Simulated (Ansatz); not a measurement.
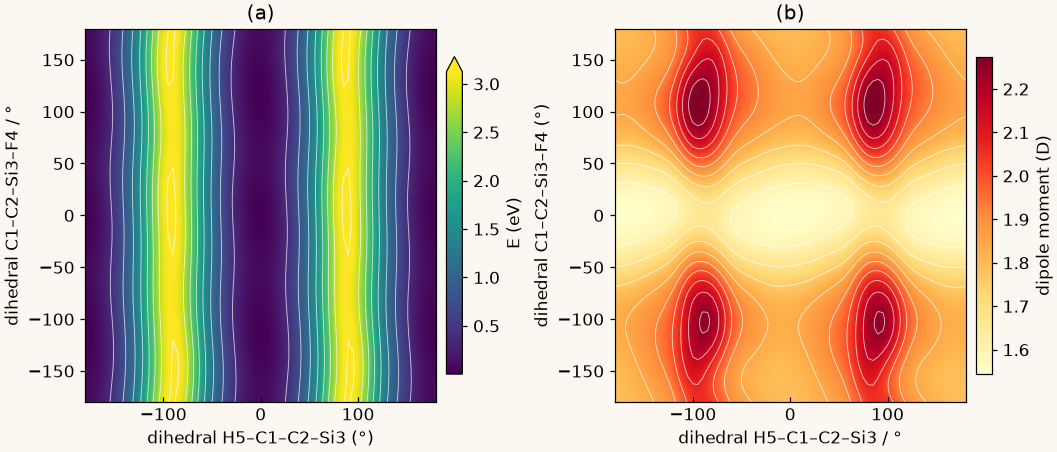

C2H5FSi, SMILES C=C[SiH2]F. Coordinates scanned: (1) dihedral H5–C1–C2–Si3; (2) dihedral C1–C2–Si3–F4. Nothing is relaxed (all other coordinates rigid). The scan uses an 18 × 18 grid. All energies are given in eV relative to the relaxed molecule at the same level. The dihedral twists a double bond; near 90° a spin-restricted reference is unreliable. The calculation used RKS PBE-D4/def2-SVP in Ansatz 0.2.0.

Panel (a) is the energy and panel (b) the computed dipole moment on the same grid.

Drawn: a smooth colour map with a few white contour lines, one colour for all values above the top of the scale. Between grid points the surface is interpolated.

**How does the dipole moment vary over the map, and what is it at the lowest grid point?**

Leaving out the highest fifth of the energies, it runs from 1.54 D at dihedral H5–C1–C2–Si3 = −180°, dihedral C1–C2–Si3–F4 = 0° to 2.22 D at dihedral H5–C1–C2–Si3 = −80°, dihedral C1–C2–Si3–F4 = 120°. At the lowest grid point, dihedral H5–C1–C2–Si3 = −180°, dihedral C1–C2–Si3–F4 = 120°, it is 1.85 D.
